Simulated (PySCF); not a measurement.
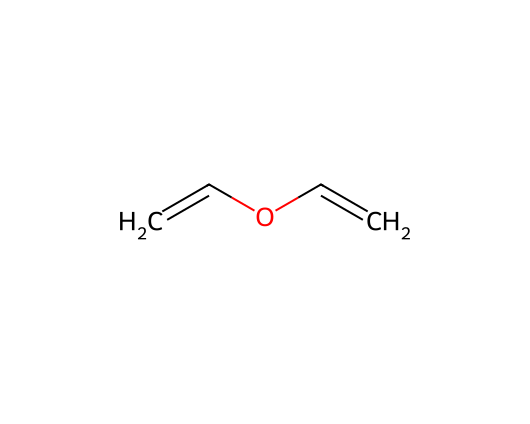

Give its SMILES.

Answer. C=COC=C

Give the formula, hydrogens included.

Answer. C4H6O.

More results for the same structure follow; atom numbers are the same in all pictures, views and colours differ. The geometry was computed by an optimisation with PBE0-D3(BJ)/def2-SVP. No frequency run is at hand to confirm it as a minimum.

Levels of theory compared

No frequency run is at hand to confirm it as a minimum. Program: PySCF 2.14.0.

Compare HOMO energy (eV) at these levels: B97-2/pcSseg-2; BHandHLYP/pcSseg-2; CAM-B3LYP/pcSseg-2; LC-wPBE/pcSseg-2; PBE0/6-311+G(2d,p); PBE0/6-31G; PBE0/6-31G*; PBE0/STO-3G; PBE0/def2-SVP; PBE0/def2-TZVP; WP04/pcSseg-2; ωB97X-D/pcSseg-2.

```
             level  HOMO energy (eV)
    B97-2/pcSseg-2             −6.23
BHandHLYP/pcSseg-2             −7.44
CAM-B3LYP/pcSseg-2             −7.76
  LC-wPBE/pcSseg-2             −9.06
PBE0/6-311+G(2d,p)             −6.46
        PBE0/6-31G             −6.14
       PBE0/6-31G*             −6.11
       PBE0/STO-3G             −3.92
     PBE0/def2-SVP             −6.34
    PBE0/def2-TZVP             −6.44
     WP04/pcSseg-2             −7.56
  ωB97X-D/pcSseg-2             −8.27
```

NMR shielding

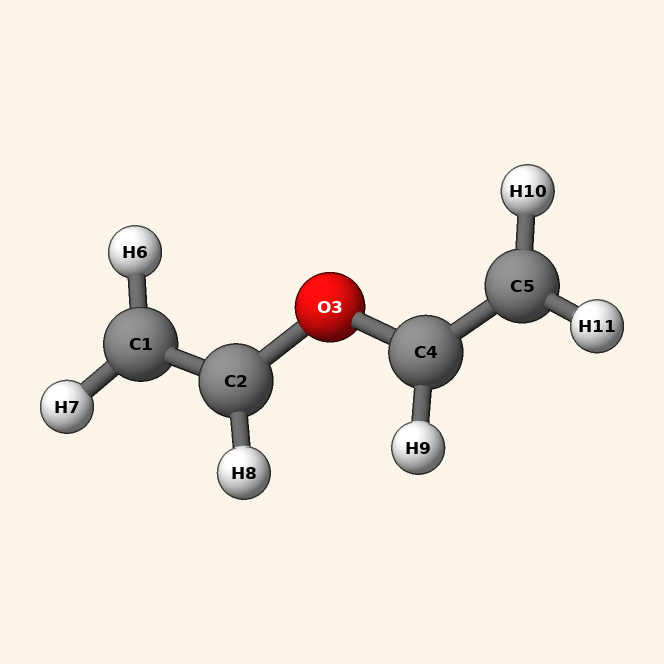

No frequency run is at hand to confirm it as a minimum. Properties computed with GIAO LC-wPBE/pcSseg-2 NMR shielding, non-relativistic, gas phase (PySCF 2.14.0). Principal shieldings σ11 ≤ σ22 ≤ σ33, span Ω = σ33 − σ11, skew κ = 3(σiso − σ22)/Ω.

Give the shielding tensors of the O atoms.

```tsv
atom	σ11	σ22	σ33	σiso	Ω	κ
O3	99.8	105.8	263.5	156.4	163.7	0.93
```

Shieldings and span in ppm.

Quadrupole coupling

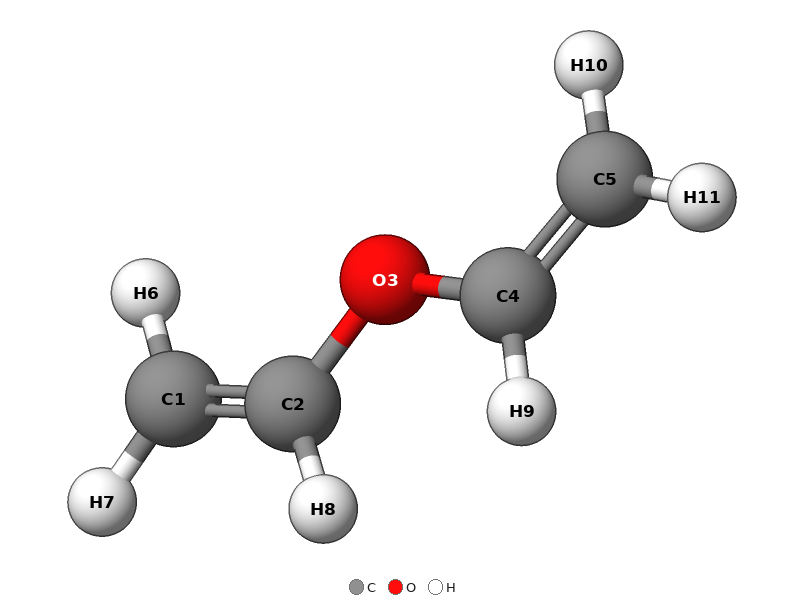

No frequency run is at hand to confirm it as a minimum. Electric field gradients from the ground-state density, PBE0/def2-SVP (PySCF 2.14.0), non-relativistic apart from any core potentials.

Give the largest field-gradient component, the quadrupole coupling constant and the asymmetry for 17O at O3 (Q = −25.6 mb), 2H at H6 (Q = 2.86 mb), 2H at H7 (Q = 2.86 mb), 2H at H8 (Q = 2.86 mb).

```csv
atom,V_zz (a.u.),e²qQ/h (MHz),η
O3,1.663,−10.00,0.37
H6,0.320,0.215,0.06
H7,0.323,0.217,0.07
H8,0.297,0.199,0.12
```
